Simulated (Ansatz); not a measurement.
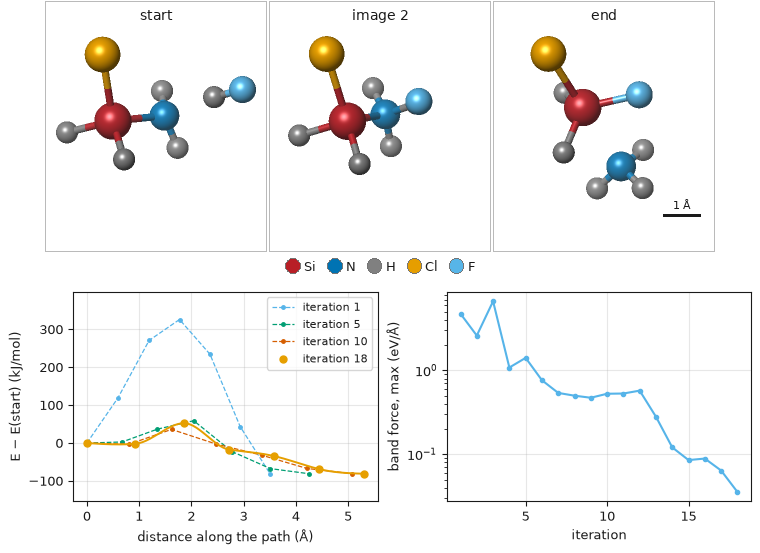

A search for the minimum-energy path of SiNH₅ClF by the nudged elastic band. Images are numbered from 0 (start) to 6 (end). The plot follows the band through its iterations. A ball-and-stick model, seen from a free direction.

The calculation used RKS PBE0-D4/def2-SVP in Ansatz.

The input:
```yaml
crystal:
  periodic: [false, false, false]
  atoms:
    - {symbol: Si, position_ang: [-0.773472, -0.662079, -0.482231]}
    - {symbol: N, position_ang: [0.804074, -0.055586, -0.073147]}
    - {symbol: H, position_ang: [-0.768906, -1.658211, -1.579500]}
    - {symbol: H, position_ang: [-1.348538, -1.232720, 0.753134]}
    - {symbol: Cl, position_ang: [-1.882835, 0.921713, -1.133464]}
    - {symbol: H, position_ang: [0.645473, 1.198075, 1.107463]}
    - {symbol: F, position_ang: [0.590791, 1.836286, 1.808577]}
    - {symbol: H, position_ang: [1.334487, 0.355846, -0.831322]}
    - {symbol: H, position_ang: [1.398926, -0.703222, 0.430388]}
basis:
  gaussian: {orbitals: def2-SVP}
hamiltonian: {xc: pbe0, dispersion: d4}
neb:
  images: 5
  climbing: true
  max_iterations: 40
  initial_path: idpp
  final_atoms:
    - {symbol: Si, position_ang: [-0.984979, 0.083706, -0.180197]}
    - {symbol: N, position_ang: [1.281125, -0.175199, 0.223830]}
    - {symbol: H, position_ang: [-0.552470, -0.426907, -1.494429]}
    - {symbol: H, position_ang: [-1.039565, -0.819175, 0.984637]}
    - {symbol: Cl, position_ang: [-3.035988, 0.335268, -0.543281]}
    - {symbol: H, position_ang: [1.503369, 0.143025, 1.160525]}
    - {symbol: F, position_ang: [-0.580253, 1.603721, 0.139832]}
    - {symbol: H, position_ang: [1.814880, 0.391137, -0.426083]}
    - {symbol: H, position_ang: [1.593880, -1.135477, 0.135067]}
```

Run as
```bash
ansatz run in.yaml --threads 4 --pin off --events-out ev --progress --plain --max-ram 9574MiB
```

Q: How did the profile develop, and is the result final?

A: The run is converged, with reservations. The band converged in 18 iterations. The largest component of the band force went from 4.7 to 0.036 eV/Å. The climbing image converged on the top of the path. Its curvatures weren't checked. The largest force component is 0.27 eV/Å at the start and 0.78 eV/Å at the end; an end with forces this large is no minimum, and the barrier measured from it can be far off. The first iteration put the highest image at 325.9 kJ/mol. Forward barrier 52.3 kJ/mol, backward barrier 133.2 kJ/mol, with image 2 at the top; the reaction energy is −80.9 kJ/mol.
